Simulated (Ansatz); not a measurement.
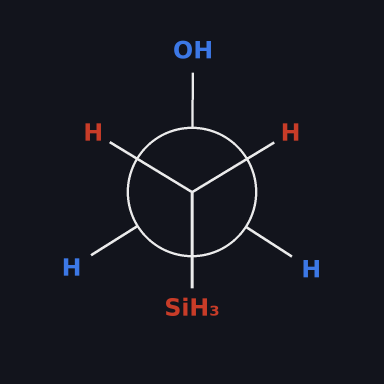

A Newman projection along the Ge–C bond, germanium in front; angles are drawn as computed, but eclipsed bonds slightly apart. The computed structure is the end point of a PBE-D4/def2-SVP optimisation. No frequency run is at hand to confirm it as a minimum.

Question: Which molecule is it?

Answer: CH8GeOSi, O[CH2][GeH2][SiH3]

Question: What is the torsion angle from the front SiH3 to the back OH? The sign is positive where the front bond must turn clockwise to cover the back bond.

Answer: 180°, antiperiplanar (anti). The conformation about this bond is staggered.
